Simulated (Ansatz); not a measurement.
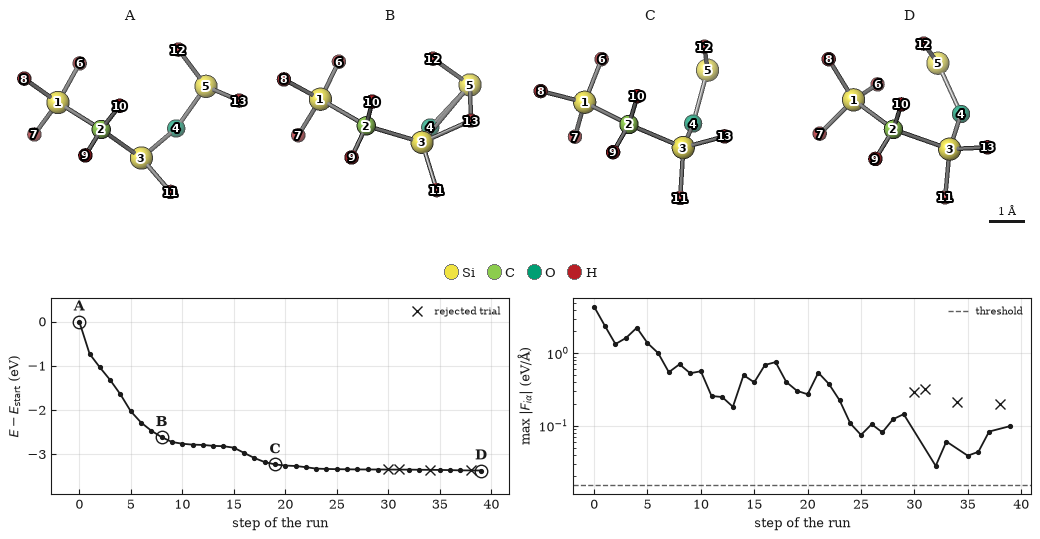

Frames of a relaxation of CH₈OSi₃, marked on the history of the run. The picture is a ball-and-stick view, seen from a free direction.

The run prepares an end point of a later path (inversion) calculation, from a guessed geometry.

All numbers below come from Ansatz 0.2.0, RKS PBE0/def2-SVP. Set-up: no spin polarisation; force threshold 0.015 eV/Å; at most 40 steps.

**What happens along the run?**

The relaxation stopped without meeting its thresholds, so the last structure isn't shown to be converged. It used up its limit of 40 steps. The atom that moves furthest after the best rigid fit is H13 (1.86 Å). By element the largest moves are H 1.86 Å, Si 1.78 Å, O 0.47 Å, C 0.39 Å. Near-neighbour distances that change, for instance: Si5–H13 1.483 → 3.975 Å, Si5–H6 3.746 → 1.855 Å, Si3–H13 3.368 → 1.493 Å, Si1–Si5 4.342 → 2.987 Å. New bonds form: Si3–H13 (3.37 → 1.49 Å). Bonds break: Si5–H13 (1.48 → 3.98 Å). Among the angles between lasting bonds that change: O4–Si5–H12 113.6° → 98.9°, C2–Si3–O4 120.3° → 107.2°, H6–Si1–H7 109.6° → 99.2°. Groups turn about O4–Si5 by about 85°, Si1–C2 by about 40°. After 35 accepted moves (39 points after the start) the energy has fallen by 3.368 eV. The largest force component goes from 4.4 to 0.099 eV/Å. The line search rejected the trial steps at points 30, 31, 34, 38 of the run. From step 0 to 8: H13 moves most (1.02 Å), energy −2.614 eV. From step 8 to 19: Si5 moves most (1.09 Å), energy −0.615 eV. From step 19 to 39: H8 moves most (1.29 Å), energy −0.138 eV.

```tsv
step	E − E(0), eV	largest force component, eV/Å	note
0	0.0000	4.3919	
1	-0.7302	2.4019	
2	-1.0364	1.3383	
3	-1.3224	1.6310	
4	-1.6478	2.2511	
5	-2.0288	1.3825	
6	-2.2842	1.0057	
7	-2.4683	0.5474	
8	-2.6141	0.7049	
9	-2.7233	0.5295	
10	-2.7621	0.5645	
12	-2.7894	0.2487	
13	-2.8104	0.1824	
15	-2.8515	0.3965	
16	-2.9697	0.6890	
18	-3.1774	0.4017	
19	-3.2293	0.3033	
21	-3.2660	0.5395	
22	-3.2926	0.3762	
24	-3.3324	0.1076	
25	-3.3379	0.0745	
27	-3.3434	0.0809	
28	-3.3445	0.1228	
30	-3.3443	0.2936	rejected
31	-3.3307	0.3194	rejected
33	-3.3509	0.0605	
34	-3.3507	0.2113	rejected
36	-3.3587	0.0436	
37	-3.3641	0.0830	
39	-3.3676	0.0989
```
